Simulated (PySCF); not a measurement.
# CH₃FZn: magnetic properties

What do calculations give for the magnetic properties of CH₃FZn (`[CH3][Zn][F]`)?

Programs: PySCF 2.14.0, with routines of our own; each step states its level. All values are computed. Atoms count from 0.

### Step 1. The starting structure

6 atoms, charge 0, multiplicity 1; geometry from: GFN2-xTB.

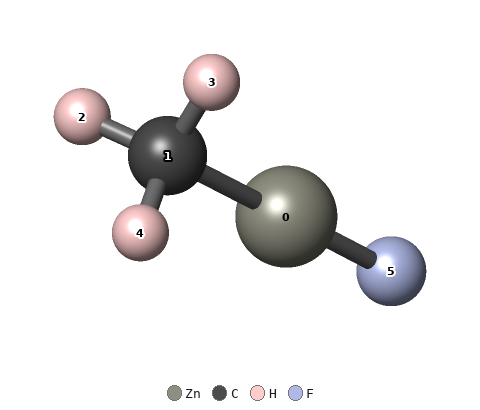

The starting geometry (zinc grey, carbon dark grey, hydrogen pink, fluorine light blue); sticks join atoms by distance alone.

### Step 2. Magnetic properties: GIAO B3LYP/def2-SVP Zn:def2-TZVP

Job settings and geometry (Å):

```
{"job": {"kind": "mag", "xc": "B3LYP", "basis": {"default": "def2-SVP", "Zn": "def2-TZVP"}}, "charge": 0, "multiplicity": 1}
Zn    -0.010470     0.019370    -1.229760
C      0.003430    -0.000180     0.758400
H     -0.439930     0.903130     1.154900
H      1.015860    -0.071280     1.131670
H     -0.556880    -0.845660     1.134370
F     -0.012020    -0.005380    -2.949590
```

Level: GIAO B3LYP/def2-SVP Zn:def2-TZVP magnetisability, rotational g tensor and spin-rotation constants, non-relativistic, gas phase.

Command:

```console
OMP_NUM_THREADS=1 python excited_run.py task.json out
```

One launch serves the whole session: the jobs run in the order shown.

What it wrote:

```text
coarse grid: 25336 points
cycle   1  E = -1918.9418949746  dE = -2.721e-01  |g| = 1.224e+00  |ddm| = 2.275e+00
cycle   2  E = -1918.1906903243  dE =  7.512e-01  |g| = 2.807e+00  |ddm| = 1.932e+00
cycle   3  E = -1919.1109597635  dE = -9.203e-01  |g| = 3.180e-01  |ddm| = 1.340e+00
cycle   4  E = -1919.1255655222  dE = -1.461e-02  |g| = 1.455e-01  |ddm| = 2.769e-01
cycle   5  E = -1919.1286630416  dE = -3.098e-03  |g| = 2.471e-02  |ddm| = 6.955e-02
cycle   6  E = -1919.1288197891  dE = -1.567e-04  |g| = 8.322e-03  |ddm| = 2.360e-02
cycle   7  E = -1919.1288291644  dE = -9.375e-06  |g| = 3.626e-04  |ddm| = 4.765e-03
final grid: 51968 points
cycle   8  E = -1919.1286914100  dE =  3.998e-09  |g| = 6.760e-04  |ddm| = 7.045e-04
cycle   9  E = -1919.1286912908  dE =  1.193e-07  |g| = 1.433e-03  |ddm| = 8.036e-04
cycle  10  E = -1919.1286914536  dE = -1.628e-07  |g| = 6.465e-05  |ddm| = 4.374e-04
cycle  11  E = -1919.1286914543  dE = -6.826e-10  |g| = 3.055e-05  |ddm| = 6.126e-05
converged SCF energy = -1919.1286914543

Magnetisability tensor (1e-30 J/T^2)
     -789.94       -0.08        0.14
       -0.08     -789.85       -0.44
        0.14       -0.44     -786.11
isotropic -788.64   principal values    -789.99   -789.86   -786.06
isotropic susceptibility -47.493 1e-6 cm^3/mol

Inertial axes            a          b          c
rot. const./GHz    162.6226     4.1379     4.1375
chi total           -47.341    -47.569    -47.569
chi diamagnetic     -56.448   -342.174   -342.174
chi paramagnetic      9.107    294.606    294.606
quadrupole/D A       -7.510      3.755      3.755
g nuclear            0.9976     0.5679     0.5679
g electronic        -0.6957    -0.5727    -0.5726
g total              0.3019    -0.0048    -0.0048

Spin-rotation constants (kHz, H = +C I.J)
atom  isotope        aa         bb         cc
  2     1H      -15.986     -0.272     -0.272
  3     1H      -16.214     -0.270     -0.270
  4     1H      -16.263     -0.269     -0.269
  5    19F        0.094      4.674      4.673
  0   67Zn*       0.873      1.935      1.935
  1    13C*      15.117      0.337      0.337
* in the singly substituted isotopologue
```

Run time: 6.5 s. Hardware: 1 thread of Arm Neoverse V1, shared host; peak memory 0.95 GiB.

In short:

```
              quantity                     value
       magnetisability           -789·10⁻³⁰ J/T²
  molar susceptibility        -47.5·10⁻⁶ cm³/mol
rotational g (a, b, c)  0.3019, -0.0048, -0.0048
```

Orbitals, density, ELF and potential are computed afterwards from the orbital file.

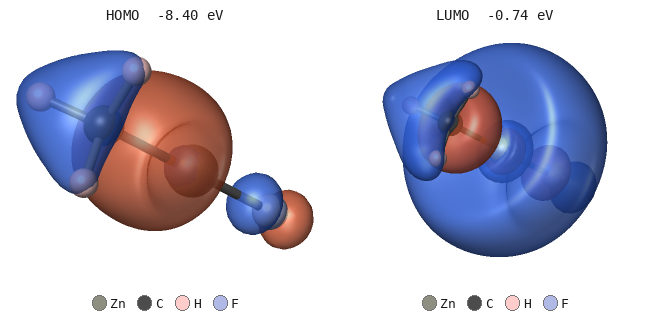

Frontier orbitals at B3LYP/def2-TZVP+def2-SVP; each surface holds 70 % of the orbital's density, blue and red mark the sign.

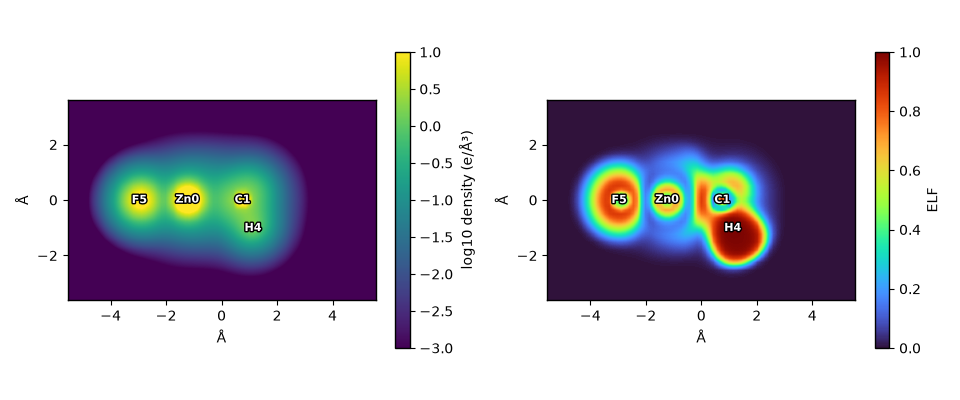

Density (left) and ELF (right) in a plane through or near 4 of the atoms.

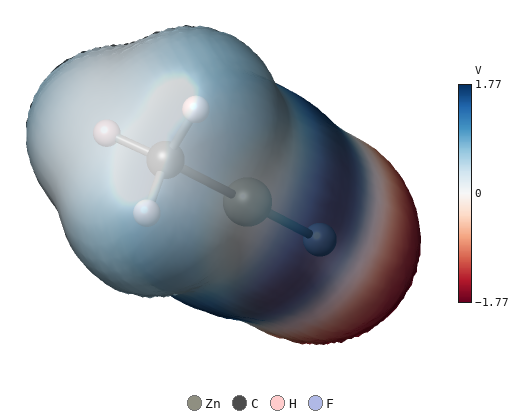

The potential that a unit positive charge feels on the 0.002 e/bohr³ surface, from the 1st to the 99th percentile, from -1.77 V near F5 to 1.77 V near Zn0.

### Step 3. Magnetic properties: GIAO X3LYP/def2-SVP Zn:def2-TZVP

Job settings and geometry (Å):

```
{"job": {"kind": "mag", "xc": "X3LYP", "basis": {"default": "def2-SVP", "Zn": "def2-TZVP"}}, "charge": 0, "multiplicity": 1}
Zn    -0.010470     0.019370    -1.229760
C      0.003430    -0.000180     0.758400
H     -0.439930     0.903130     1.154900
H      1.015860    -0.071280     1.131670
H     -0.556880    -0.845660     1.134370
F     -0.012020    -0.005380    -2.949590
```

Level: GIAO X3LYP/def2-SVP Zn:def2-TZVP magnetisability, rotational g tensor and spin-rotation constants, non-relativistic, gas phase.

What it wrote:

```text
coarse grid: 25336 points
cycle   1  E = -1918.8020791581  dE = -2.779e-01  |g| = 1.200e+00  |ddm| = 2.269e+00
cycle   2  E = -1918.1192543418  dE =  6.828e-01  |g| = 2.700e+00  |ddm| = 1.864e+00
cycle   3  E = -1918.9671970481  dE = -8.479e-01  |g| = 2.884e-01  |ddm| = 1.277e+00
cycle   4  E = -1918.9791453007  dE = -1.195e-02  |g| = 1.371e-01  |ddm| = 2.551e-01
cycle   5  E = -1918.9818978541  dE = -2.753e-03  |g| = 2.315e-02  |ddm| = 6.594e-02
cycle   6  E = -1918.9820349968  dE = -1.371e-04  |g| = 7.627e-03  |ddm| = 2.213e-02
cycle   7  E = -1918.9820426563  dE = -7.659e-06  |g| = 3.484e-04  |ddm| = 4.322e-03
final grid: 51968 points
cycle   8  E = -1918.9819078666  dE =  1.238e-09  |g| = 6.367e-04  |ddm| = 6.881e-04
cycle   9  E = -1918.9819077665  dE =  1.000e-07  |g| = 1.313e-03  |ddm| = 7.575e-04
cycle  10  E = -1918.9819079062  dE = -1.397e-07  |g| = 6.371e-05  |ddm| = 4.100e-04
cycle  11  E = -1918.9819079068  dE = -6.444e-10  |g| = 2.904e-05  |ddm| = 5.769e-05
converged SCF energy = -1918.9819079068

Magnetisability tensor (1e-30 J/T^2)
     -791.54       -0.08        0.14
       -0.08     -791.45       -0.44
        0.14       -0.44     -786.93
isotropic -789.97   principal values    -791.59   -791.45   -786.88
isotropic susceptibility -47.573 1e-6 cm^3/mol

Inertial axes            a          b          c
rot. const./GHz    162.6226     4.1379     4.1375
chi total           -47.390    -47.665    -47.665
chi diamagnetic     -56.476   -342.239   -342.239
chi paramagnetic      9.086    294.574    294.574
quadrupole/D A       -7.551      3.776      3.776
g nuclear            0.9976     0.5679     0.5679
g electronic        -0.6942    -0.5726    -0.5726
g total              0.3034    -0.0047    -0.0047

Spin-rotation constants (kHz, H = +C I.J)
atom  isotope        aa         bb         cc
  2     1H      -15.982     -0.273     -0.273
  3     1H      -16.209     -0.270     -0.270
  4     1H      -16.258     -0.269     -0.269
  5    19F       -0.025      4.644      4.643
  0   67Zn*       0.861      1.928      1.928
  1    13C*      15.014      0.332      0.332
* in the singly substituted isotopologue
```

Wall time 4.5 s (1 thread of Arm Neoverse V1, shared host); peak memory 0.96 GiB.

Key values:

```
              quantity                     value
       magnetisability           -790·10⁻³⁰ J/T²
  molar susceptibility        -47.6·10⁻⁶ cm³/mol
rotational g (a, b, c)  0.3034, -0.0047, -0.0047
```

### Step 4. The levels compared

```
                           level  ξ (10⁻³⁰ J/T²)    g(a)     g(b)  gap (eV)  functions   time
GIAO B3LYP/def2-SVP Zn:def2-TZVP            -789  0.3019  -0.0048      7.66         91  6.5 s
GIAO X3LYP/def2-SVP Zn:def2-TZVP            -790  0.3034  -0.0047      7.75         91  4.5 s
```

### Step 5. What came out

| quantity | value |
| --- | --- |
| magnetisability (step 2, GIAO B3LYP/def2-SVP Zn:def2-TZVP) | -789·10⁻³⁰ J/T² |
| molar susceptibility (step 2, GIAO B3LYP/def2-SVP Zn:def2-TZVP) | -47.5·10⁻⁶ cm³/mol |
| rotational g (a, b, c) (step 2, GIAO B3LYP/def2-SVP Zn:def2-TZVP) | 0.3019, -0.0048, -0.0048 |
| surface potential, 1st and 99th percentile | -1.77 V and 1.77 V |
| magnetisability over the levels | -790 to -789·10⁻³⁰ J/T² |

**Reading.** The geometry comes from tight binding, which is rough for metal atoms, and these values hang on it. The magnetisability spreads by 0.2 % over 2 levels, from GIAO X3LYP/def2-SVP Zn:def2-TZVP (4.5 s) to GIAO B3LYP/def2-SVP Zn:def2-TZVP (6.5 s); the runs took 4.5 s to 6.5 s. Two levels can agree by chance, so this spread shows no convergence. Vibrational averaging and real surroundings are missing from these values.
